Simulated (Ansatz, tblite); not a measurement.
Bond stretch in C4H12Cl2In2, singlet. The In1–C17 bond (In1 also carries C, Cl, Cl; C17 carries H, H, H) is varied alone, starting from the PBE0/def2-SVP, def2 effective core potentials past Kr optimised geometry.

```
20

In     0.0000     0.0000     0.0000
In     0.0034    -3.5852    -1.1969
Cl    -1.7882    -1.7922    -0.6051
C      0.0000     1.2911    -1.7127
H      0.8498     1.9874    -1.6697
H     -0.9345     1.8690    -1.7528
H      0.0832     0.6764    -2.6193
Cl     1.7915    -1.7924    -0.5934
C     -0.0077    -4.8736     0.5178
H      0.8046    -5.6116     0.4519
H     -0.9685    -5.4037     0.5865
H      0.1328    -4.2626     1.4198
C      0.0146    -3.5881    -3.3417
H      0.9487    -4.0307    -3.7163
H     -0.0616    -2.5516    -3.6973
H     -0.8363    -4.1662    -3.7300
C      0.0000     0.0000     2.1449
H      0.9646     0.3684     2.5227
H     -0.1572    -1.0282     2.4982
H     -0.8048     0.6414     2.5317
```

Levels: GFN2-xTB, 300 K electronic temperature (tblite); RKS-PBE0 = restricted PBE0/def2-SVP, def2 effective core potentials past Kr (Ansatz, a first-principles code); UKS-B3LYP = Ansatz with unrestricted B3LYP/def2-SVP, def2 effective core potentials past Kr; UKS-PBE0 = Ansatz with unrestricted PBE0/def2-SVP, def2 effective core potentials past Kr.

Energies are in kJ/mol, each relative to the lowest point of its own curve near equilibrium.

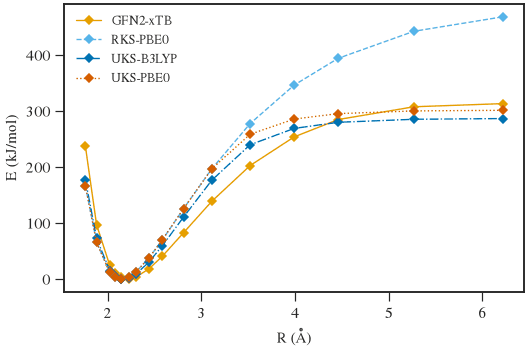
*Energy against bond length for each method.*

```tsv
R / Å	GFN2-xTB	RKS-PBE0	UKS-B3LYP	UKS-PBE0
1.76	237.2	166.5	177.2	166.5
1.88	96.4	65.0	72.1	65.0
2.02	24.3	11.7	14.9	11.7
2.08	10.3	2.9	4.5	2.9
2.14	2.7	0.0	0.0	0.0
2.23	0.0	4.1	1.8	4.1
2.30	3.1	12.3	8.3	12.3
2.44	18.0	37.4	30.1	37.4
2.58	39.9	69.1	58.7	69.1
2.81	82.6	125.6	110.6	125.6
3.11	138.4	196.4	176.0	196.4
3.52	202.3	277.3	239.4	258.2
3.99	253.4	345.9	268.6	285.3
4.46	284.4	393.7	279.5	295.1
5.27	307.3	442.1	284.9	299.8
6.22	312.9	467.9	286.2	301.0
```

At the longest distance, 6.22 Å, RKS-PBE0 lies highest above its minimum (467.9 kJ/mol) and UKS-B3LYP lowest (286.2 kJ/mol).

The restricted form behind RKS-PBE0 keeps the bonding electrons paired and can't separate into open-shell fragments. The unrestricted determinant behind UKS-B3LYP, UKS-PBE0 is spin-contaminated at 3.52 to 6.22 Å (<S²> up to 1.0, against 0.00 for a pure singlet).
